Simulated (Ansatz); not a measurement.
# Mo wire along [100], 12 atoms a period: bands along the axis

What gap, if any, does the Mo wire along [100], 12 atoms a period have, and how many channels would it open?

Calculated with Ansatz 0.2.0; DFT PBE, plane waves, PAW; relaxation of a wire's period; PAW set soft_1, in the first sound run; inputs show where later runs differ.

**1. Starting point**

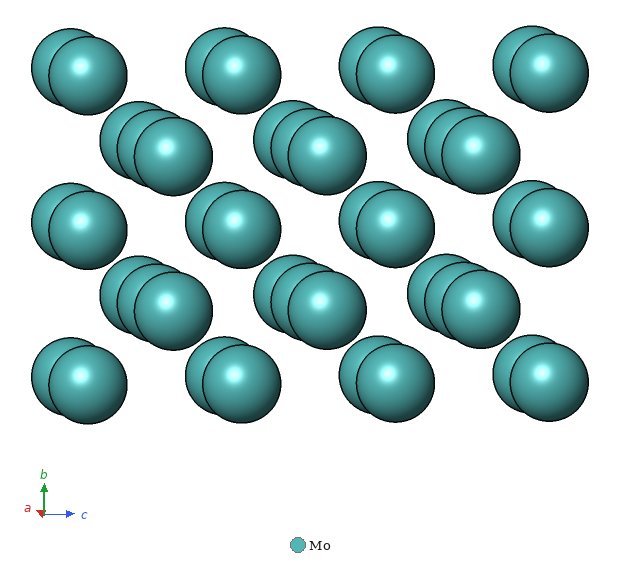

Start, viewed from the side, with the c axis across the page; molybdenum teal. 1×1×3 cells are drawn. Some periodic images of atoms are drawn too.

The cell holds 12 atoms: 12 Mo. Cell: a = 13.120 Å, b = 13.120 Å, c = 3.160 Å, α = 90.0°, β = 90.0°, γ = 90.0°. Vacuum lies along a and b. The structure's axis is c.

**2. Relaxing the period**

Band widths follow the bond lengths, so the wire is relaxed first. The atoms and the third cell vector are free; the box across stays fixed as vacuum. A Fermi-Dirac smearing is set since the result may be a metal. The pressure printed is a third of the stress's trace over the whole box, vacuum included; only the stress along the axis is relaxed.

The input, input.yaml:

```yaml
crystal:
  lattice:
    - [13.12, 0.0, 0.0]
    - [0.0, 13.12, 0.0]
    - [0.0, 0.0, 3.16]
  atoms:
    - { symbol: Mo, position: [0.379573171, 0.259146341, 0.0] }
    - { symbol: Mo, position: [0.379573171, 0.5, 0.0] }
    - { symbol: Mo, position: [0.379573171, 0.740853659, 0.0] }
    - { symbol: Mo, position: [0.620426829, 0.259146341, 0.0] }
    - { symbol: Mo, position: [0.620426829, 0.5, 0.0] }
    - { symbol: Mo, position: [0.620426829, 0.740853659, 0.0] }
    - { symbol: Mo, position: [0.259146341, 0.379573171, 0.5] }
    - { symbol: Mo, position: [0.259146341, 0.620426829, 0.5] }
    - { symbol: Mo, position: [0.5, 0.379573171, 0.5] }
    - { symbol: Mo, position: [0.5, 0.620426829, 0.5] }
    - { symbol: Mo, position: [0.740853659, 0.379573171, 0.5] }
    - { symbol: Mo, position: [0.740853659, 0.620426829, 0.5] }
kpoints:
  mp_grid: { grid: [1, 1, 26] }
scf:
  occupations: { method: fermi_dirac, width: 0.05 }
hamiltonian:
  xc: pbe
  pseudopotentials: { kind: paw, azcp: { folder: soft_1 } }
relax:
  cell: { fix: [a, b, alpha, beta, gamma] }
  max_steps: 45
  f_tol: 0.03
```

Launch:

```bash
$ ansatz run input.yaml --threads 4 --pin off --max-ram 16384MiB --backend cpu --events-out ev --progress --plain --runs-dir out
```

Numbers of over 12 decimals in the logs are rounded to 6 here.

The program printed:

```text
Engine: ansatz 0.2.0, aarch64-unknown-linux-gnu
Pseudopotentials: kind: paw
Pseudopotential: Mo, paw, valence charge 14, recommended cutoff 420 eV (normal), soft_1/Mo.paw.azcp
Functional definition: PBE
  parameter kappa = 0.804
  parameter beta = 0.066725
  exchange = pbe_x(kappa = kappa, mu = beta*pi^2/3)
  correlation = pbe_c(beta = beta)
Crystal: 12 atoms, lattice volume = 543.945 Å³
Basis set: ecut = 420 eV, 10659 PW (Γ), exchange–correlation on 180×180×48 points (8 copies of the dense FFT grid, shifted against one another)
Bands: 101, of which v1, the nominal top of the filled ones, is band 84 counted from 1 (83 counted from 0)
Symmetry: 16 space group operations
Space group: P42/mmc (ITA 131), of the structure as read, at distance tolerance 8.2e-5 Å
k-points: 14 of 26
Non-local potential: Mo, projectors of the file, l = 0: 3, l = 1: 2, l = 2: 2, l = 3: 1
PAW form: soft (Blöchl's): semilocal exchange-correlation on the pseudo side does not see the compensation charge
PAW one-centre angular grid: Mo, 590 points (default); XC on 64 Gauss nodes
Initial density: superposition of atomic densities (neutral atoms: chi_scale 0, normalization atom)
Initial wavefunctions: pseudopotential atomic-orbital guess
Functional: x = pbe(κ = 0.804, μ = 0.219515), c = pbe(β = 0.066725)
SCF iter   1: F=—  HF=-59467.302204 eV  |F-HF|=—  |Δ(HF+E_count)|=         —  Δρ=6.46e-2  dr2=9.86e1  ethr=3.10e-3  ⟨swp⟩=9.1  Hψ=5983  notcnv=0
preconditioner: auto → LDOS  [metal: Δε(μ)=0.007 eV  Ē_g=3.788 eV  σ=0.050 eV  W_gap=0.03  n_scr=94 (ndim 8)  ℏωp=13.5 eV  f_vac=0.469  D(μ)=19.55/eV (n_scr^D=162)  β→1.0]
SCF iter   2: F=—  HF=-59459.220384 eV  |F-HF|=—  |Δ(HF+E_count)|=    8.08e0  Δρ=5.09e-2  dr2=3.57e1  ethr=3.10e-3  ⟨swp⟩=4.6  Hψ=3986  notcnv=0  defer=9
SCF iter   3: F=—  HF=-59453.827102 eV  |F-HF|=—  |Δ(HF+E_count)|=    5.39e0  Δρ=1.09e-2  dr2=2.67e0  ethr=3.10e-3  ⟨swp⟩=3.6  Hψ=3707  notcnv=0
SCF iter   4: F=—  HF=-59453.442421 eV  |F-HF|=—  |Δ(HF+E_count)|=   3.85e-1  Δρ=3.63e-3  dr2=2.70e-1  ethr=1.59e-3  ⟨swp⟩=2.9  Hψ=2227  notcnv=0
SCF iter   5: F=—  HF=-59453.432440 eV  |F-HF|=—  |Δ(HF+E_count)|=   9.98e-3  Δρ=1.47e-3  dr2=3.63e-2  ethr=1.61e-4  ⟨swp⟩=3.1  Hψ=2209  notcnv=0
SCF iter   6: F=—  HF=-59453.433615 eV  |F-HF|=—  |Δ(HF+E_count)|=   1.18e-3  Δρ=6.67e-4  dr2=9.22e-3  ethr=2.16e-5  ⟨swp⟩=2.0  Hψ=2066  notcnv=0
SCF iter   7: F=—  HF=-59453.433561 eV  |F-HF|=—  |Δ(HF+E_count)|=   5.39e-5  Δρ=1.97e-4  dr2=6.94e-4  ethr=5.49e-6  ⟨swp⟩=2.1  Hψ=1925  notcnv=0
SCF iter   8: F=—  HF=-59453.433737 eV  |F-HF|=—  |Δ(HF+E_count)|=   1.76e-4  Δρ=1.15e-4  dr2=1.96e-4  ethr=4.13e-7  ⟨swp⟩=2.6  Hψ=2014  notcnv=0
SCF iter   9: F=—  HF=-59453.433724 eV  |F-HF|=—  |Δ(HF+E_count)|=   1.26e-5  Δρ=3.00e-5  dr2=1.02e-5  ethr=1.17e-7  ⟨swp⟩=2.1  Hψ=2024  notcnv=0
SCF iter  10: F=—  HF=-59453.433945 eV  |F-HF|=—  |Δ(HF+E_count)|=   2.21e-4  Δρ=1.11e-5  dr2=1.07e-6  ethr=6.10e-9  ⟨swp⟩=2.9  Hψ=2100  notcnv=0
SCF iter  11: F=—  HF=-59453.433946 eV  |F-HF|=—  |Δ(HF+E_count)|=   8.48e-7  Δρ=4.33e-6  dr2=1.49e-7  ethr=6.34e-10  ⟨swp⟩=2.6  Hψ=2308  notcnv=0
SCF iter  12: F=-59453.433946 eV  HF=-59453.433946 eV  |F-HF|=1.33e-8  |Δ(HF+E_count)|=   5.14e-8  Δρ=1.54e-6  dr2=3.52e-8  ethr=5.95e-11  ⟨swp⟩=5.2  Hψ=4789  notcnv=0
SCF 1 converged in 12 iterations: F = -59453.433946 eV  dr2 = 3.52e-8
  greatest PAW one-centre occupation: 0.999 electrons in one spin orbital (limit 2), on the Mo atom at site 9 (counted from 0), in its partial waves of l = 0
relax step   1: F+E_penalty+E_count = -59453.43394624 eV  Δ(F+E_penalty+E_count) = +0.000e0 eV  max|allowed force component| = 2.587e0 eV/Å  Δτ_max = 0.0000 Å  P = -7.992 GPa  Ω = 543.945 Å³  fix = [a, b, alpha, beta, gamma]  reactions: a -7.572, b -7.572 GPa  (12 SCF iters, dr2 threshold 1.00e-7 eV, accepted)
Crystal: 12 atoms, lattice volume = 523.659 Å³
Basis set: ecut = 420 eV, 10171 PW (Γ), exchange–correlation on 180×180×48 points (8 copies of the dense FFT grid, shifted against one another)
Initial density: handed on by an earlier stage of this run
Initial wavefunctions: those handed on with the density
iter 1 solved again at ethr=2.33e-3 eV; its pass at ethr=3.10e-3 eV (dr2=3.91e0 eV) is discarded
SCF iter   1: F=—  HF=-59456.189628 eV  |F-HF|=—  |Δ(HF+E_count)|=         —  Δρ=1.95e-2  dr2=4.14e0  ethr=2.33e-3  ⟨swp⟩=1.0  Hψ=8329  notcnv=0
preconditioner: auto → LDOS  [metal: Δε(μ)=0.010 eV  Ē_g=3.713 eV  σ=0.050 eV  W_gap=0.05  n_scr=86 (ndim 8)  ℏωp=13.8 eV  f_vac=0.514  D(μ)=10.69/eV (n_scr^D=48)  β→1.0]
SCF iter   2: F=—  HF=-59456.095570 eV  |F-HF|=—  |Δ(HF+E_count)|=   9.41e-2  Δρ=8.99e-3  dr2=2.66e0  ethr=2.33e-3  ⟨swp⟩=3.0  Hψ=3003  notcnv=0  defer=4
SCF iter   3: F=—  HF=-59455.912489 eV  |F-HF|=—  |Δ(HF+E_count)|=   1.83e-1  Δρ=2.31e-3  dr2=1.30e-1  ethr=1.58e-3  ⟨swp⟩=2.4  Hψ=2118  notcnv=0  defer=19
SCF iter   4: F=—  HF=-59455.905803 eV  |F-HF|=—  |Δ(HF+E_count)|=   6.69e-3  Δρ=6.73e-4  dr2=3.45e-3  ethr=7.74e-5  ⟨swp⟩=2.4  Hψ=2297  notcnv=0  defer=21
SCF iter   5: F=—  HF=-59455.906612 eV  |F-HF|=—  |Δ(HF+E_count)|=   8.09e-4  Δρ=2.41e-4  dr2=7.29e-4  ethr=2.05e-6  ⟨swp⟩=2.9  Hψ=2642  notcnv=0  defer=21
SCF iter   6: F=—  HF=-59455.906984 eV  |F-HF|=—  |Δ(HF+E_count)|=   3.72e-4  Δρ=9.33e-5  dr2=9.59e-5  ethr=4.34e-7  ⟨swp⟩=2.4  Hψ=2112  notcnv=0  defer=21
SCF iter   7: F=—  HF=-59455.907001 eV  |F-HF|=—  |Δ(HF+E_count)|=   1.70e-5  Δρ=2.12e-5  dr2=2.36e-6  ethr=5.71e-8  ⟨swp⟩=2.0  Hψ=1929  notcnv=0  defer=21
SCF iter   8: F=-59455.907006 eV  HF=-59455.907005 eV  |F-HF|=1.62e-7  |Δ(HF+E_count)|=   4.08e-6  Δρ=6.28e-6  dr2=2.48e-7  ethr=7.14e-10  ⟨swp⟩=5.5  Hψ=5351  notcnv=0
SCF 2 converged in 8 iterations: F = -59455.907006 eV  dr2 = 2.48e-7
relax step   2: F+E_penalty+E_count = -59455.90700566 eV  Δ(F+E_penalty+E_count) = -2.473e0 eV  max|allowed force component| = 9.037e-1 eV/Å  Δτ_max = 0.1949 Å  P = +2.637 GPa  Ω = 523.659 Å³  energy of the carried Pulay correction = +1.563e-3 eV  fix = [a, b, alpha, beta, gamma]  reactions: a +2.412, b +2.412 GPa  (8 SCF iters, dr2 threshold 1.20e-6 eV, accepted)
Crystal: 12 atoms, lattice volume = 528.724 Å³
Basis set: ecut = 420 eV, 10267 PW (Γ), exchange–correlation on 180×180×48 points (8 copies of the dense FFT grid, shifted against one another)
iter 1 solved again at ethr=4.64e-4 eV; its pass at ethr=3.10e-3 eV (dr2=7.79e-1 eV) is discarded
SCF iter   1: F=—  HF=-59456.183135 eV  |F-HF|=—  |Δ(HF+E_count)|=         —  Δρ=6.14e-3  dr2=7.48e-1  ethr=4.64e-4  ⟨swp⟩=1.9  Hψ=6733  notcnv=0
[...]
SCF iter   8: F=-59456.128982 eV  HF=-59456.128983 eV  |F-HF|=4.74e-7  |Δ(HF+E_count)|=   5.72e-7  Δρ=4.62e-6  dr2=6.88e-7  ethr=7.14e-10  ⟨swp⟩=5.0  Hψ=5115  notcnv=0
SCF 3 converged in 8 iterations: F = -59456.128982 eV  dr2 = 6.88e-7
relax step   3: F+E_penalty+E_count = -59456.12898247 eV  Δ(F+E_penalty+E_count) = -2.220e-1 eV  max|allowed force component| = 4.069e-1 eV/Å  Δτ_max = 0.0504 Å  P = -0.602 GPa  Ω = 528.724 Å³  energy of the carried Pulay correction = +1.167e-3 eV  fix = [a, b, alpha, beta, gamma]  reactions: a -0.574, b -0.574 GPa  (8 SCF iters, dr2 threshold 1.20e-6 eV, accepted)
[...]
relax step   4: F+E_penalty+E_count = -59456.20972626 eV  Δ(F+E_penalty+E_count) = -8.074e-2 eV  max|allowed force component| = 2.922e-1 eV/Å  Δτ_max = 0.0231 Å  P = -0.281 GPa  Ω = 527.991 Å³  energy of the carried Pulay correction = +1.224e-3 eV  fix = [a, b, alpha, beta, gamma]  reactions: a -0.287, b -0.287 GPa  (7 SCF iters, dr2 threshold 1.20e-6 eV, accepted)
[...]
relax step   5: F+E_penalty+E_count = -59456.28356680 eV  Δ(F+E_penalty+E_count) = -7.384e-2 eV  max|allowed force component| = 1.962e-1 eV/Å  Δτ_max = 0.0611 Å  P = +0.579 GPa  Ω = 527.054 Å³  energy of the carried Pulay correction = +1.297e-3 eV  fix = [a, b, alpha, beta, gamma]  reactions: a +0.550, b +0.550 GPa  (8 SCF iters, dr2 threshold 1.20e-6 eV, accepted)
[...]
relax step   6: F+E_penalty+E_count = -59456.28986262 eV  Δ(F+E_penalty+E_count) = -6.296e-3 eV  max|allowed force component| = 1.599e-1 eV/Å  Δτ_max = 0.0242 Å  P = -0.139 GPa  Ω = 526.051 Å³  energy of the carried Pulay correction = +1.376e-3 eV  fix = [a, b, alpha, beta, gamma]  reactions: a -0.333, b -0.333 GPa  (7 SCF iters, dr2 threshold 1.20e-6 eV, accepted)
[...]
relax step   7: F+E_penalty+E_count = -59456.29226866 eV  Δ(F+E_penalty+E_count) = -2.406e-3 eV  max|allowed force component| = 5.792e-2 eV/Å  Δτ_max = 0.0164 Å  P = -0.214 GPa  Ω = 528.629 Å³  energy of the carried Pulay correction = +1.175e-3 eV  fix = [a, b, alpha, beta, gamma]  reactions: a -0.146, b -0.146 GPa  (7 SCF iters, dr2 threshold 1.20e-6 eV, accepted)
[...]
relax step   8: F+E_penalty+E_count = -59456.29530006 eV  Δ(F+E_penalty+E_count) = -3.031e-3 eV  max|allowed force component| = 4.639e-3 eV/Å  Δτ_max = 0.0095 Å  P = -0.089 GPa  Ω = 527.371 Å³  energy of the carried Pulay correction = +1.273e-3 eV  fix = [a, b, alpha, beta, gamma]  reactions: a -0.141, b -0.141 GPa  (6 SCF iters, dr2 threshold 3.08e-7 eV, accepted)
Initial wavefunctions: pseudopotential atomic-orbital guess (no wavefunctions were taken with the density)
iter 1 solved again at ethr=3.95e-7 eV; its pass at ethr=3.10e-3 eV (dr2=6.63e-4 eV) is discarded
SCF iter   1: F=—  HF=-59456.293714 eV  |F-HF|=—  |Δ(HF+E_count)|=         —  Δρ=4.59e-5  dr2=1.89e-6  ethr=3.95e-7  ⟨swp⟩=4.4  Hψ=10197  notcnv=0
preconditioner: auto → LDOS  [metal: Δε(μ)=0.012 eV  Ē_g=3.544 eV  σ=0.050 eV  W_gap=0.06  n_scr=86 (ndim 8)  ℏωp=13.7 eV  f_vac=0.502  D(μ)=16.68/eV (n_scr^D=110)  β→1.0]
SCF iter   2: F=—  HF=-59456.293776 eV  |F-HF|=—  |Δ(HF+E_count)|=   6.16e-5  Δρ=8.38e-6  dr2=2.86e-7  ethr=1.13e-9  ⟨swp⟩=3.1  Hψ=3094  notcnv=0
SCF iter   3: F=—  HF=-59456.293776 eV  |F-HF|=—  |Δ(HF+E_count)|=   4.65e-8  Δρ=2.73e-6  dr2=6.42e-8  ethr=1.70e-10  ⟨swp⟩=2.0  Hψ=2616  notcnv=0
SCF iter   4: F=—  HF=-59456.293776 eV  |F-HF|=—  |Δ(HF+E_count)|=   1.65e-9  Δρ=8.16e-7  dr2=8.87e-9  ethr=3.82e-11  ⟨swp⟩=3.7  Hψ=3091  notcnv=0
SCF iter   5: F=—  HF=-59456.293776 eV  |F-HF|=—  |Δ(HF+E_count)|=   1.72e-9  Δρ=3.32e-7  dr2=1.97e-9  ethr=5.28e-12  ⟨swp⟩=2.5  Hψ=2428  notcnv=0
SCF iter   6: F=—  HF=-59456.293776 eV  |F-HF|=—  |Δ(HF+E_count)|=   1.11e-9  Δρ=1.96e-7  dr2=7.10e-10  ethr=1.17e-12  ⟨swp⟩=2.4  Hψ=1956  notcnv=0
SCF iter   7: F=-59456.293776 eV  HF=-59456.293776 eV  |F-HF|=7.28e-11  |Δ(HF+E_count)|=  1.16e-10  Δρ=5.55e-8  dr2=9.85e-11  ethr=1.00e-12  ⟨swp⟩=4.1  Hψ=5284  notcnv=0
SCF 9 converged in 7 iterations: F = -59456.293776 eV  dr2 = 9.85e-11
relax step   9: F+E_penalty+E_count = -59456.29377565 eV  Δ(F+E_penalty+E_count) = +1.524e-3 eV  max|allowed force component| = 4.721e-3 eV/Å  Δτ_max = 0.0000 Å  P = -0.086 GPa  Ω = 527.371 Å³  fix = [a, b, alpha, beta, gamma]  reactions: a -0.137, b -0.137 GPa  stress off target by 1.68e-2 GPa on what of the cell is left free  SCF on the basis re-selected at this cell (its energy is not comparable with the rows above)  (7 SCF iters)
basis re-selected at this cell: Δ(F+E_penalty+E_count) = +1.524e-3 eV, ΔP = +0.003 GPa vs the last step (what re-selecting the basis moved, of the pressure what is left beyond the Pulay correction that the steps carried, after the strain that the cell walked since its last selection, with what the two solves' SCF thresholds leave and, on support functions, any second-order correction that the steps lacked; it is no m [...]
SCF converged after 7 iterations
Free energy (F): -59456.293776 eV
Harris-Foulkes:  -59456.293776 eV  (|F-HF|=7.28e-11)
Internal energy: -59456.159664 eV  (E = F + TS)
E sigma→0 (E₀):  -59456.226720 eV
Entropy (-TS):   -0.134112 eV (-11.176 meV/atom)
Fermi energy:    5.266004 eV
--- Per-component energies (eV) ---
  E_band       = -3294.095082
  E_kinetic    = 5066.691338
  E_local      = -70677.938805  (includes V_loc(G=0)·N_el)
  E_nonlocal   = 1803.730983
  E_hartree    = 32530.499517
  E_xc         = -2100.705801
  E_vxc        = -2617.082614  (∫ρ·V_xc dr)
  E_paw        = -38550.698754  (= ΣΔE_a)
  E_vpaw       = -1930.492839  (= ΣTr[D̂ρ^β])
  E_aug_tail   = 0.000612  (compensation charges beyond the density's cutoff)
  E_ewald      = 12472.261246
  E_smearing   = -0.134112  (= −TS)
  E_closure    = 0.000000  (closes the sum)
  Σ components = -59456.293776   (vs F -59456.293776, Δ=0.00e0)
--- Forces (eV/Å), atoms counted from 1 ---
  atom   1  Mo     0.00254677     0.00080126     0.00000000
  atom   2  Mo    -0.00472078     0.00000000     0.00000000
  atom   3  Mo     0.00254677    -0.00080126     0.00000000
  atom   4  Mo    -0.00254677     0.00080126     0.00000000
  atom   5  Mo     0.00472078     0.00000000     0.00000000
  atom   6  Mo    -0.00254677    -0.00080126     0.00000000
  atom   7  Mo     0.00080126     0.00254677     0.00000000
  atom   8  Mo     0.00080126    -0.00254677     0.00000000
  atom   9  Mo    -0.00000000    -0.00472078     0.00000000
  atom  10  Mo    -0.00000000     0.00472078     0.00000000
  atom  11  Mo    -0.00080126     0.00254677     0.00000000
  atom  12  Mo    -0.00080126    -0.00254677     0.00000000
  max |Σ_I F_I| component: 5.42e-19 eV/Å
--- Stress (GPa, compression-positive) ---
       -0.137249       0.000000       0.000000
        0.000000      -0.137249       0.000000
        0.000000       0.000000       0.016755
  P = ⅓ Tr σ = -0.0859 GPa (-0.859 kbar)
--- Relaxed structure (8 steps of the walk, 8 accepted, 1 SCFs on fresh bases) ---
  F+E_penalty+E_count = -59456.29377565 eV   max|allowed force component| = 4.721e-3 eV/Å   (the final SCF, on the basis selected at the relaxed cell)
  cell:  # Å, volume = 527.3711 Å³
    - [13.12, 0.0, 0.0]
    - [0.0, 13.12, 0.0]
    - [0.0, 0.0, 3.063717]
  atoms:
    - { symbol: Mo, position: [0.370936, 0.270566, 0.0] }
    - { symbol: Mo, position: [0.377757, 0.5, 0.0] }
    - { symbol: Mo, position: [0.370936, 0.729434, 0.0] }
    - { symbol: Mo, position: [0.629064, 0.270566, 0.0] }
    - { symbol: Mo, position: [0.622243, 0.5, 0.0] }
    - { symbol: Mo, position: [0.629064, 0.729434, 0.0] }
    - { symbol: Mo, position: [0.270566, 0.370936, 0.5] }
    - { symbol: Mo, position: [0.270566, 0.629064, 0.5] }
    - { symbol: Mo, position: [0.5, 0.377757, 0.5] }
    - { symbol: Mo, position: [0.5, 0.622243, 0.5] }
    - { symbol: Mo, position: [0.729434, 0.370936, 0.5] }
    - { symbol: Mo, position: [0.729434, 0.629064, 0.5] }
```

Wall time 1.7 min (4 threads of Arm Neoverse V2, shared host); peak memory 1.7 GiB.

(Continued in part 2 of 2.)

[Logs are printed without paths, hosts, clocks, repeated set-up lines and the standing remarks that a program may print on its own settings, such as how far it seeks lower states.]

[Hosts, paths, dates, database ids (printed as entryN), source tags and the programs' standing remarks are cut or masked in the printed files.]
